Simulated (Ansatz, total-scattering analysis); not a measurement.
# Reading the total scattering of a disordered sample

The sample: aqueous LiCl (28 H2O, 4 Li+ and 4 Cl-; O 30.4, H 60.9, Li 4.3, Cl 4.3 atom %) at 330 K, fixed volume (mean pressure 0.9 GPa), ρ₀ = 0.0945 Å⁻³. The data come from ab initio molecular dynamics with Ansatz (PBE, plane waves, PAW default files, Langevin thermostat, no spin, fixed volume, H with the mass of D). The average runs over 0.73 ps of 92 atoms, so shells between rare elements are rough. Mean temperature 329 K, largest m.s.d. 0.76 Å², energy drift +1 meV an atom (last third less first, no steady trend), Langevin friction 10 ps⁻¹; the first quarter of the run is discarded. Start: last frame of a classical run of this cell at the same density and temperature. So short a stretch relaxes bonds and nearest shells but still remembers its start. It is a liquid as far as so short a run tells.

The totals are in Faber–Ziman form. Below 4 Å⁻¹ the partials are summed on the cell's own reciprocal vectors (from 0.63 Å⁻¹) and folded with a Gaussian of σ = 0.14 Å⁻¹; above it they are transforms of g(r) out to 6.7 Å, tapered over the last 40 %. The fold lowers sharp peaks, and with so few vectors their positions are good to about 0.1 Å⁻¹. X-rays take neutral-atom form factors, neutrons coherent lengths (O 5.8037, H 6.6681, Li -1.93, Cl 9.5792 fm). Hydrogen is taken as deuterium. Absorption by Li is ignored. G(r) = 4πrρ₀[g(r) − 1] carries the resolution of a Lorch-windowed transform up to 20 Å⁻¹. The patterns are simulated, not measured. The cell is small: beyond half the box only the part of each shell inside it is counted, and low-Q values rest on few vectors.

```
Q (Å⁻¹)  X-ray  neutron
    0.6  -1.11     0.04
    0.9  -1.02     0.10
    1.2  -0.61     0.52
    1.5  -0.09     0.59
    1.8   0.89     1.68
    2.1   1.84     2.04
    2.4   1.82     1.63
    2.7   1.50     0.93
    3.0   0.93     0.73
    3.3   0.58     0.79
    3.6   0.64     0.82
    3.9   0.91     0.97
    4.2   1.14     0.90
    4.5   1.27     0.82
    4.8   1.17     0.75
    5.1   0.90     0.74
    5.4   0.69     0.80
    5.7   0.74     0.89
    6.0   0.96     0.98
    6.3   1.13     1.02
    6.6   1.15     1.03
    6.9   1.06     1.03
    7.2   0.96     1.04
    7.5   0.95     1.07
    7.8   1.00     1.12
    8.1   1.06     1.16
    8.4   1.05     1.18
    8.7   1.01     1.17
    9.0   0.95     1.13
    9.3   0.94     1.07
    9.6   0.98     1.02
    9.9   1.03     0.96
   10.2   1.04     0.91
   10.5   1.04     0.87
   10.8   1.02     0.85
   11.1   0.97     0.86
   11.4   0.94     0.87
   11.7   0.96     0.90
   12.0   1.02     0.94
```

G(r):

| r (Å) | X-ray | neutron |
| --- | --- | --- |
| 0.6 | -0.34 | -0.76 |
| 0.7 | -0.29 | -0.94 |
| 0.8 | -0.21 | 0.25 |
| 0.9 | -0.15 | 2.49 |
| 1.0 | -0.20 | 3.33 |
| 1.1 | -0.41 | 1.65 |
| 1.2 | -0.71 | -0.75 |
| 1.3 | -1.01 | -1.62 |
| 1.4 | -1.27 | -0.97 |
| 1.5 | -1.47 | -0.22 |
| 1.6 | -1.59 | -0.13 |
| 1.7 | -1.57 | -0.57 |
| 1.8 | -1.41 | -1.18 |
| 1.9 | -1.24 | -1.48 |
| 2.0 | -1.26 | -1.28 |
| 2.1 | -1.50 | -0.92 |
| 2.2 | -1.82 | -0.70 |
| 2.3 | -2.07 | -0.74 |
| 2.4 | -2.15 | -0.97 |
| 2.5 | -1.90 | -1.21 |
| 2.6 | -1.25 | -1.25 |
| 2.7 | -0.58 | -1.16 |
| 2.8 | -0.16 | -0.95 |
| 2.9 | 0.45 | -0.58 |
| 3.0 | 1.70 | -0.03 |
| 3.1 | 2.98 | 0.52 |
| 3.2 | 3.21 | 0.89 |
| 3.3 | 2.39 | 1.09 |
| 3.4 | 1.29 | 1.17 |
| 3.5 | 0.47 | 1.17 |
| 3.6 | 0.00 | 1.10 |
| 3.7 | -0.21 | 1.00 |
| 3.8 | -0.17 | 0.89 |
| 3.9 | -0.03 | 0.76 |
| 4.0 | 0.12 | 0.60 |
| 4.1 | 0.25 | 0.44 |
| 4.2 | 0.28 | 0.27 |
| 4.3 | 0.16 | 0.11 |
| 4.4 | -0.06 | -0.03 |
| 4.5 | -0.25 | -0.14 |
| 4.6 | -0.30 | -0.23 |
| 4.7 | -0.22 | -0.34 |
| 4.8 | -0.15 | -0.44 |
| 4.9 | -0.19 | -0.47 |
| 5.0 | -0.22 | -0.45 |
| 5.1 | -0.06 | -0.39 |
| 5.2 | 0.28 | -0.33 |
| 5.3 | 0.58 | -0.29 |
| 5.4 | 0.59 | -0.27 |
| 5.5 | 0.35 | -0.22 |
| 5.6 | 0.28 | -0.14 |
| 5.7 | 0.57 | -0.01 |
| 5.8 | 0.72 | 0.10 |
| 5.9 | 0.29 | 0.14 |
| 6.0 | -0.37 | 0.13 |

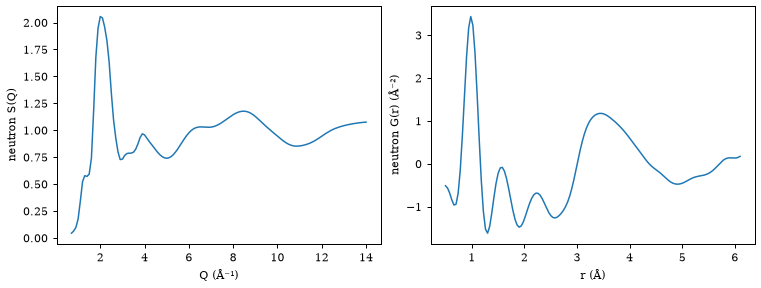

Q: Assign the low-r maxima. Which coordination numbers can be read off, and what are they?

Each pair enters with the weight ci cj fi fj (2 − δij)/⟨f⟩², taking f = Z for X-rays at Q = 0: H–H 0.02 / 0.43; O–O 0.39 / 0.08; O–H 0.19 / 0.38; O–Cl 0.24 / 0.04; H–Cl 0.06 / 0.09; O–Li 0.04 / -0.01; Cl–Cl 0.04 / 0.00; H–Li 0.01 / -0.02 (X-ray / neutron).

| radiation | maximum (Å) | G (Å⁻²) | pairs that make it (share of the curvature of G, each pair at the same resolution) |
| --- | --- | --- | --- |
| X-ray | 1.94 | -1.22 | O–Li 99 %, merged with H–Cl at 2.19 Å, share not resolved |
| X-ray | 3.17 | 3.30 | O–Cl 97 % |
| X-ray | 4.17 | 0.29 | O–Cl 84 % |
| neutron | 0.98 | 3.44 | O–H 100 % |
| neutron | 1.56 | -0.08 | H–H 99 % |
| neutron | 2.23 | -0.68 | H–Cl 51 %, H–H 35 % |
| neutron | 3.45 | 1.18 | O–H 51 %, H–Cl 36 % |

The first neutron peak is mostly one pair, so its area estimates the neighbours: ∫ r [G + 4πρ₀r] dr from 0.53 to 1.26 Å is 1.25, and times c(H)/weight = 0.609/0.378 gives 2.0 H around each O; the count from the coordinates is 2.00.

From the coordinates:

| pair | first peak (Å) | g there | first minimum (Å) | g there | neighbours | kind |
| --- | --- | --- | --- | --- | --- | --- |
| O–H | 0.98 | 31.2 | 1.26 | 0.00 | 2.0 H per O, 1.0 O per H | within molecules |
| H–H | 1.56 | 3.4 | 1.84 | 0.10 | 1.0 | within molecules |
| O–Li | 1.96 | 10.0 | 2.50 | 0.12 | 0.5 Li per O, 3.7 O per Li | between molecules |
| H–Cl | 2.19 | 3.5 | 2.96 | 0.30 | 0.4 Cl per H, 5.8 H per Cl | between molecules |
| Li–Cl | 2.35 | 2.0 | 3.02 | 0.10 | 0.2 Cl per Li, 0.2 Li per Cl | between molecules |
| H–Li | 2.56 | 4.0 | 3.10 | 0.43 | 0.6 Li per H, 8.6 H per Li | between molecules |
| O–O | 2.73 | 2.3 | 3.63 | 1.00 | 5.4 | between molecules |
| O–Cl | 3.15 | 4.2 | 3.80 | 0.76 | 0.9 Cl per O, 6.6 O per Cl | between molecules |

Distances within molecules give the sharpest pair functions, and with hydrogen they rule the neutron S(Q) at high Q: O–H 0.98 Å and H–H 1.56 Å (first peaks only). Between molecules or ions, shells with a clear end include O–Li at 1.96 Å (0.5 Li per O, 3.7 O per Li) and Li–Cl at 2.35 Å (0.2 Cl per Li, 0.2 Li per Cl). Li holds 3.7 O and 0.2 Cl in its first shell, 3.9 in all; contact pairs exchange slowly and may come from the start. On the last frame 91 % of the H on O, N or F point at an acceptor of another molecule or at an anion within hydrogen-bond range (2.35 Å to O, N, F; 2.85 Å to Cl, Br, I).

[Logs are printed without paths, hosts, clocks, repeated set-up lines and the standing remarks that a program may print on its own settings, such as how far it seeks lower states.]
